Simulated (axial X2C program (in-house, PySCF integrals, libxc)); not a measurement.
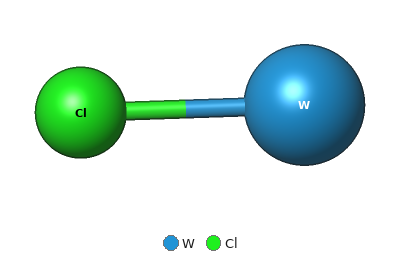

**Figure 1.** The molecule at the reference distance of 2.360 Å.

## WCl⁻: relativistic diatomic calculation

- system: WCl⁻, single determinant with Ω = 3 (not the lowest found).
- method: PBE0, two-component X2C with atomic mean-field Coulomb and Gaunt terms, W dyall-acv3z, Cl dyall-av3z (cores contracted) (axial X2C program (in-house, PySCF integrals, libxc))

## Input file
```
{"zs": [74, 17], "q": -1, "bas": ["dyall-acv3z", "dyall-av3z"], "levels": ["PBE0", "HF", "PBE"], "cc": true, "r0": 2.36, "thr": -1.0, "nmax": 90, "npts": 10, "nst": 2, "ntry": 6}
```

The line is the task of a batch: nuclear charges, charge, bases, the levels to run, a first guess of the distance and further settings. This report covers PBE0 with spin-orbit coupling. The log is that of the reference distance 2.36 Å, started from orbitals converged before.

Hardware: 1 thread of Arm Neoverse V1, 112 GiB of memory available, shared host.

Launched within a batch (the task file carries these settings):
```bash
python <driver script> task.json out
```

## Output
```
two-component X2C + atomic mean field  PBE0
basis functions 256  fitting functions 1241  grid points 5079
iter        total energy     max residual
   1     -16603.771174158     1.03e-05
   2     -16603.771174184     1.20e-05
   3     -16603.771174192     5.22e-06
   4     -16603.771174203     2.58e-06
   5     -16603.771174204     9.78e-07
converged
one-electron -23355.29755191  Coulomb 6840.54893005  exact exchange -87.82555135  xc functional -269.19276343  nuclear repulsion 282.07836074  atomic mean-field constant -14.08259830
```

## The points of the curve

```tsv
R (Å)	E (hartree)	dipole (D; origin at the first atom, positive when the second is positive)	highest filled (eV)	lowest empty (eV)
2.053	−16603.736220	3.68	0.90	1.76
2.148	−16603.754833	2.37	0.87	1.80
2.218	−16603.763340	1.39	0.82	1.83
2.289	−16603.768484	0.43	0.77	1.85
2.360	−16603.771174	−0.50	0.70	1.87
2.443	−16603.772089	−1.52	0.61	1.89
2.525	−16603.771352	−2.50	0.50	1.91
2.631	−16603.768895	−3.68	0.35	1.93
2.761	−16603.764621	−5.04	0.16	1.94
```

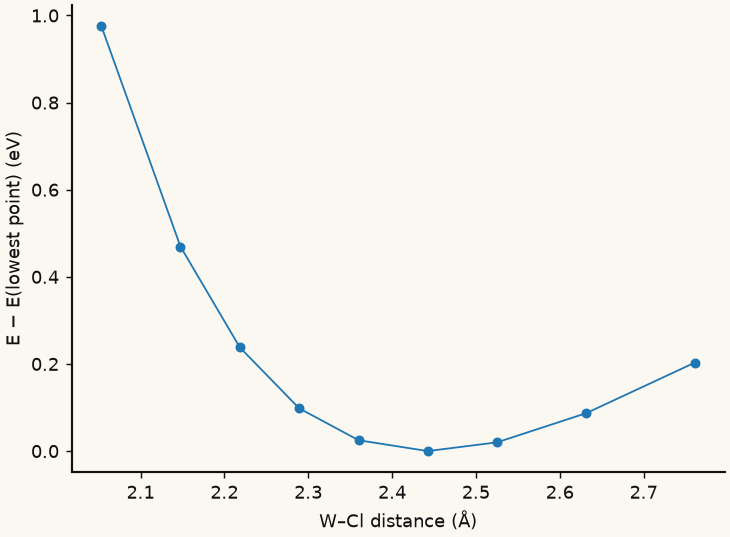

**Figure 2.** Energy at 9 bond lengths, for one set of occupations held fixed; the line joins the points. A polynomial of degree 6 through 8 points gives rₑ = 2.441 Å, ωₑ = 246.3 cm⁻¹, ωₑxₑ = 1.7 cm⁻¹ and Bₑ = 0.09626 cm⁻¹. The minimum lies 1.52 eV below W + Cl⁻, each computed as one determinant at the same level.

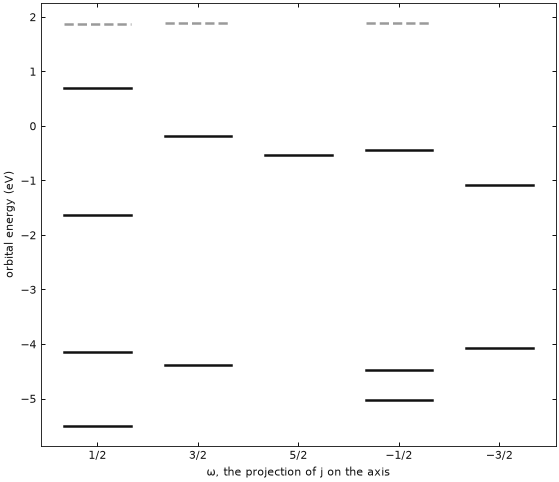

**Figure 3.** Orbital energies near the frontier at 2.36 Å, filled (solid) and empty (dashed). The highest filled spinor (1/2; 42 % W d, 36 % W p) lies at 0.70 eV, the lowest empty one (1/2; 97 % W p) at 1.87 eV. A filled level above zero is held only by the finite basis .

## Summary

```
                 quantity                                      value
                  outcome  converged; a filled level lies above zero
           bond length rₑ                                    2.441 Å
                       ωₑ                                 246.3 cm⁻¹
    energy at the minimum                       −16603.77209 hartree
depth below the fragments                                    1.52 eV
                wall time                                       19 s
              peak memory                                      1 GiB
```

## Remarks

The highest filled level (PBE0, up to 0.90 eV) lies above zero. That is common for anions, where the functional's self-interaction leaves the outer electrons unbound; only the finite basis holds them, so such levels depend on it. Limits: 9 of the 10 points asked for were kept.
